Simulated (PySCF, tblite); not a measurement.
# C5H7FSSi: dynamics, then NMR shifts on frames, part 2 of 2

tblite 0.8.0 and PySCF 2.14.0. Atoms count from 0.

### Step 5. NMR shieldings: 625 fs, PBE0/pcSseg-1

What the job is given:

```
{"job": {"kind": "nmr", "xc": "PBE0", "basis": "pcSseg-1", "pop": false}, "charge": 0, "multiplicity": 1}
F     -3.752200     2.100400     1.049900
C     -2.825700     1.368100     0.501900
C     -2.714900     0.995200    -0.769700
C     -1.576600     0.198500    -1.032100
C     -0.880000    -0.142200     0.156200
C      0.338400    -0.893700     0.283500
Si     2.110400    -0.224000    -0.330500
S     -1.536500     0.744500     1.490900
H     -3.339700     1.445700    -1.491400
H     -1.393300    -0.187000    -1.998700
H      0.363100    -1.882100    -0.218800
H      0.602400    -1.117200     1.273200
H      2.293600     0.992700     0.463200
H      2.978800    -1.320900     0.059900
H      2.417600    -0.045700    -1.733500
```

Method: GIAO PBE0/pcSseg-1 NMR shielding, non-relativistic, gas phase.

Standard output:

```text
coarse grid: 14104 points
cycle   1  E = -981.4535826505  dE =  1.320e+00  |g| = 5.282e-01  |ddm| = 3.861e+00
cycle   2  E = -981.3929970080  dE =  6.059e-02  |g| = 7.335e-01  |ddm| = 9.819e-01
cycle   3  E = -981.5094624488  dE = -1.165e-01  |g| = 1.145e-01  |ddm| = 6.912e-01
cycle   4  E = -981.5127231475  dE = -3.261e-03  |g| = 4.654e-02  |ddm| = 1.822e-01
cycle   5  E = -981.5131607289  dE = -4.376e-04  |g| = 1.465e-02  |ddm| = 5.217e-02
cycle   6  E = -981.5132060350  dE = -4.531e-05  |g| = 5.764e-03  |ddm| = 2.179e-02
cycle   7  E = -981.5132141860  dE = -8.151e-06  |g| = 1.786e-03  |ddm| = 6.681e-03
final grid: 128920 points
cycle   8  E = -981.5685570604  dE = -2.850e-05  |g| = 8.019e-03  |ddm| = 2.972e-02
cycle   9  E = -981.5685378686  dE =  1.919e-05  |g| = 1.163e-02  |ddm| = 1.967e-02
cycle  10  E = -981.5685725230  dE = -3.465e-05  |g| = 1.567e-03  |ddm| = 1.328e-02
cycle  11  E = -981.5685731142  dE = -5.913e-07  |g| = 4.063e-04  |ddm| = 1.942e-03
cycle  12  E = -981.5685731566  dE = -4.234e-08  |g| = 1.092e-04  |ddm| = 5.785e-04
cycle  13  E = -981.5685731591  dE = -2.501e-09  |g| = 4.864e-05  |ddm| = 1.663e-04
cycle  14  E = -981.5685731596  dE = -5.193e-10  |g| = 1.220e-05  |ddm| = 4.890e-05
converged SCF energy = -981.5685731596

GIAO shielding tensors (ppm)
atom      isotropic    diamagn.    paramagn.     s11        s22        s33       span
  0 F      314.274     468.837    -154.564    244.967    290.317    407.538    162.571
  1 C       16.054     265.992    -249.938    -48.800     41.352     55.609    104.409
  2 C       77.075     257.121    -180.046      9.859     68.599    152.766    142.907
  3 C       56.286     249.857    -193.570    -29.885     53.143    145.600    175.485
  4 C       43.747     259.101    -215.354    -44.452     49.729    125.962    170.414
  5 C      174.858     249.225     -74.367    155.361    166.931    202.281     46.920
  6 Si     409.132     879.443    -470.311    357.487    395.313    474.595    117.108
  7 S      299.490    1056.768    -757.278    178.029    325.021    395.421    217.392
  8 H       25.653      29.297      -3.644     22.878     25.123     28.959      6.082
  9 H       25.220      32.832      -7.612     22.476     24.447     28.739      6.263
 10 H       28.453      29.660      -1.207     23.225     27.431     34.703     11.477
 11 H       30.775      31.893      -1.118     24.777     31.033     36.516     11.739
 12 H       27.626      28.928      -1.302     23.778     26.724     32.377      8.599
 13 H       28.008      29.199      -1.191     24.527     25.929     33.567      9.040
 14 H       27.772      29.431      -1.658     24.406     26.197     32.714      8.307
```

It took 22 s on 1 thread of INTEL XEON PLATINUM 8581C at 2.10GHz, shared host; peak memory 0.9 GiB.

Key values: δ C1 170.9, C4 143.2, C3 130.6, C2 109.9, H9 6.50, H8 6.06 ppm.

### Step 6. NMR shieldings: 800 fs, PBE0/pcSseg-1

What the job is given:

```
{"job": {"kind": "nmr", "xc": "PBE0", "basis": "pcSseg-1", "pop": false}, "charge": 0, "multiplicity": 1}
F     -3.577300     1.772700     1.636900
C     -2.661900     1.114600     0.877600
C     -2.810800     0.768000    -0.419500
C     -1.730700     0.053500    -0.913200
C     -0.822000    -0.265300     0.064700
C      0.474600    -1.079500     0.004600
Si     1.941800    -0.068300    -0.557000
S     -1.250400     0.403100     1.591000
H     -3.616300     1.129900    -1.062900
H     -1.541400    -0.235700    -1.939000
H      0.226000    -1.877100    -0.677200
H      0.647500    -1.585500     0.965400
H      1.752000     1.308300    -0.097600
H      3.238200    -0.459400    -0.100900
H      1.883100    -0.009600    -1.947800
```

Method: GIAO PBE0/pcSseg-1 NMR shielding, non-relativistic, gas phase.

Standard output:

```text
coarse grid: 14104 points
cycle   1  E = -981.4591387729  dE =  1.282e+00  |g| = 5.403e-01  |ddm| = 3.824e+00
cycle   2  E = -981.3861542973  dE =  7.298e-02  |g| = 7.930e-01  |ddm| = 1.030e+00
cycle   3  E = -981.5172550147  dE = -1.311e-01  |g| = 1.109e-01  |ddm| = 7.261e-01
cycle   4  E = -981.5201653735  dE = -2.910e-03  |g| = 5.057e-02  |ddm| = 1.749e-01
cycle   5  E = -981.5206998303  dE = -5.345e-04  |g| = 1.603e-02  |ddm| = 5.691e-02
cycle   6  E = -981.5207565581  dE = -5.673e-05  |g| = 4.926e-03  |ddm| = 2.152e-02
cycle   7  E = -981.5207622175  dE = -5.659e-06  |g| = 1.759e-03  |ddm| = 5.681e-03
final grid: 128920 points
cycle   8  E = -981.5766653109  dE = -2.464e-05  |g| = 8.365e-03  |ddm| = 3.135e-02
cycle   9  E = -981.5766474178  dE =  1.789e-05  |g| = 1.181e-02  |ddm| = 1.945e-02
cycle  10  E = -981.5766821831  dE = -3.477e-05  |g| = 1.371e-03  |ddm| = 1.291e-02
cycle  11  E = -981.5766826071  dE = -4.240e-07  |g| = 4.196e-04  |ddm| = 1.838e-03
cycle  12  E = -981.5766826486  dE = -4.155e-08  |g| = 1.242e-04  |ddm| = 4.986e-04
cycle  13  E = -981.5766826519  dE = -3.262e-09  |g| = 4.494e-05  |ddm| = 1.539e-04
cycle  14  E = -981.5766826523  dE = -4.534e-10  |g| = 1.100e-05  |ddm| = 4.818e-05
converged SCF energy = -981.5766826523

GIAO shielding tensors (ppm)
atom      isotropic    diamagn.    paramagn.     s11        s22        s33       span
  0 F      301.410     468.877    -167.467    218.838    306.584    378.809    159.971
  1 C        9.928     262.897    -252.969    -50.490     33.682     46.592     97.082
  2 C       76.220     257.887    -181.667     12.785     66.000    149.875    137.090
  3 C       63.477     252.793    -189.315    -21.217     61.299    150.351    171.568
  4 C       44.599     263.342    -218.743    -37.377     45.820    125.355    162.732
  5 C      176.191     248.250     -72.059    158.298    166.834    203.441     45.143
  6 Si     424.322     880.123    -455.801    380.647    412.540    479.778     99.131
  7 S      305.604    1057.314    -751.710    172.619    305.068    439.126    266.507
  8 H       25.020      28.384      -3.364     21.656     24.812     28.593      6.937
  9 H       24.962      32.876      -7.913     21.801     24.010     29.076      7.275
 10 H       29.473      30.791      -1.318     24.331     28.301     35.786     11.456
 11 H       29.482      29.841      -0.359     23.536     29.216     35.695     12.159
 12 H       28.153      29.380      -1.226     24.189     28.517     31.754      7.565
 13 H       28.174      29.302      -1.128     24.648     25.310     34.563      9.915
 14 H       28.756      30.777      -2.021     24.788     27.196     34.283      9.495
```

It took 22 s on 1 thread of INTEL XEON PLATINUM 8581C at 2.10GHz, shared host; peak memory 0.89 GiB.

Key values: δ C1 177.0, C4 142.3, C3 123.4, C2 110.7, H9 6.75, H8 6.70 ppm.

### Step 7. NMR shieldings: 1000 fs, PBE0/pcSseg-1

What the job is given:

```
{"job": {"kind": "nmr", "xc": "PBE0", "basis": "pcSseg-1", "pop": false}, "charge": 0, "multiplicity": 1}
F     -3.091700     1.707600     1.922900
C     -2.436000     0.989500     1.001800
C     -2.659600     0.942800    -0.375000
C     -1.661000     0.107700    -0.983900
C     -0.737500    -0.383100    -0.115300
C      0.545200    -1.032600    -0.336700
Si     2.010600     0.109500    -0.643200
S     -1.042600     0.188700     1.542200
H     -3.463600     1.418300    -0.837000
H     -1.798100    -0.148200    -2.026600
H      0.553200    -1.799000    -1.099200
H      0.856000    -1.622700     0.555100
H      1.905600     1.252800     0.242400
H      3.237500    -0.680700    -0.329800
H      2.087300     0.250100    -2.028100
```

With the program's defaults for keys left out, this is: GIAO PBE0/pcSseg-1 NMR shielding, non-relativistic, gas phase.

Standard output:

```text
coarse grid: 14104 points
cycle   1  E = -981.4543173995  dE =  1.265e+00  |g| = 5.405e-01  |ddm| = 3.832e+00
cycle   2  E = -981.3741193209  dE =  8.020e-02  |g| = 8.047e-01  |ddm| = 1.021e+00
cycle   3  E = -981.5118387070  dE = -1.377e-01  |g| = 1.254e-01  |ddm| = 7.346e-01
cycle   4  E = -981.5157259486  dE = -3.887e-03  |g| = 5.103e-02  |ddm| = 1.891e-01
cycle   5  E = -981.5162457211  dE = -5.198e-04  |g| = 1.498e-02  |ddm| = 5.403e-02
cycle   6  E = -981.5162917801  dE = -4.606e-05  |g| = 4.880e-03  |ddm| = 2.028e-02
cycle   7  E = -981.5162973548  dE = -5.575e-06  |g| = 1.806e-03  |ddm| = 5.978e-03
final grid: 128920 points
cycle   8  E = -981.5719202073  dE = -2.586e-05  |g| = 8.515e-03  |ddm| = 3.060e-02
cycle   9  E = -981.5718976075  dE =  2.260e-05  |g| = 1.264e-02  |ddm| = 2.072e-02
cycle  10  E = -981.5719375458  dE = -3.994e-05  |g| = 1.588e-03  |ddm| = 1.401e-02
cycle  11  E = -981.5719381446  dE = -5.987e-07  |g| = 4.328e-04  |ddm| = 1.973e-03
cycle  12  E = -981.5719381910  dE = -4.644e-08  |g| = 1.100e-04  |ddm| = 5.432e-04
cycle  13  E = -981.5719381933  dE = -2.318e-09  |g| = 4.093e-05  |ddm| = 1.263e-04
cycle  14  E = -981.5719381937  dE = -3.536e-10  |g| = 7.538e-06  |ddm| = 4.357e-05
converged SCF energy = -981.5719381937

GIAO shielding tensors (ppm)
atom      isotropic    diamagn.    paramagn.     s11        s22        s33       span
  0 F      297.847     469.875    -172.028    202.755    282.497    408.290    205.535
  1 C        7.421     261.599    -254.178    -63.264     32.928     52.599    115.863
  2 C       69.196     258.102    -188.906      1.351     67.142    139.095    137.745
  3 C       62.873     249.704    -186.831    -14.767     50.365    153.022    167.788
  4 C       44.700     261.048    -216.348    -26.010     45.278    114.833    140.844
  5 C      175.904     249.967     -74.063    159.384    165.612    202.717     43.333
  6 Si     413.824     879.662    -465.838    375.871    394.605    470.996     95.126
  7 S      302.662    1057.571    -754.908    138.524    358.842    410.622    272.098
  8 H       25.716      30.497      -4.781     23.258     24.853     29.037      5.778
  9 H       24.909      31.599      -6.690     22.168     25.137     27.420      5.252
 10 H       29.705      30.252      -0.546     25.044     27.638     36.435     11.391
 11 H       28.951      30.246      -1.295     23.322     28.777     34.754     11.432
 12 H       28.042      28.801      -0.758     24.130     28.225     31.771      7.641
 13 H       27.516      28.497      -0.980     24.337     25.104     33.109      8.772
 14 H       28.451      30.199      -1.748     24.543     26.885     33.926      9.383
```

It took 23 s on 1 thread of INTEL XEON PLATINUM 8581C at 2.10GHz, shared host; peak memory 0.88 GiB.

In short: δ C1 179.5, C4 142.2, C3 124.1, C2 117.7, H9 6.81, H8 6.00 ppm.

### Step 8. Run by run: NMR shifts

Shifts (ppm) of some atoms, chosen among heavy atoms and hydrogens apart, with basis size and wall time:

```tsv
frame	C1	C3	C5	H14	H10	F0	Si6	functions	time
250 fs	174.3	121.3	18.8	4.58	4.26	-140.0	-53.5	185	19 s
425 fs	179.5	122.4	19.4	4.83	3.58	-126.5	-60.4	185	19 s
625 fs	170.9	130.6	12.1	3.94	3.26	-143.3	-60.0	185	22 s
800 fs	177.0	123.4	10.7	2.96	2.24	-130.5	-75.2	185	22 s
1000 fs	179.5	124.1	11.0	3.27	2.01	-126.9	-64.7	185	23 s
```

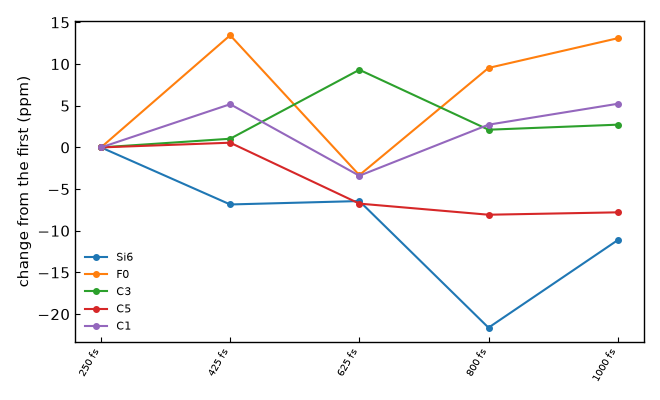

How five of the tabulated atoms move from run to run.

### Step 9. What came out

This closing draws on all 2 parts.

```
                                        quantity                                         value
                                      thermostat                                         300 K
                   mean temperature, second half                                         303 K
         mean potential energy above the minimum                                       0.49 eV
  ¹³C shifts against TMS (PBE0/pcSseg-1, 250 fs)          174.3, 146.3, 121.3, 114.1, 18.8 ppm
   ¹H shifts against TMS (PBE0/pcSseg-1, 250 fs)  6.79, 6.30, 5.26, 4.58, 4.26, 3.20, 1.85 ppm
¹⁹F shifts against CFCl3 (PBE0/pcSseg-1, 250 fs)                                    -140.0 ppm
 ²⁹Si shifts against TMS (PBE0/pcSseg-1, 250 fs)                                     -53.5 ppm
  ³³S shifts against CS2 (PBE0/pcSseg-1, 250 fs)                                       202 ppm
                       range of the shift of Si6                            -75.2 to -53.5 ppm
```

What this shows: In the second half the potential energy averages 0.49 eV above the minimum; equipartition over 39 harmonic modes at 300 K would give 0.50 eV. With 15 atoms the temperature swings widely (149 to 411 K). Shifts at one fixed geometry are not the observed spectrum, which averages over the motion. NICS(1)zz of -19 ppm above the planar ring from C1 marks a diatropic (aromatic) ring current. In ppm, Si6 moves most: its shift spreads over 21.6 ppm, from -75.2 (800 fs) to -53.5 (250 fs).
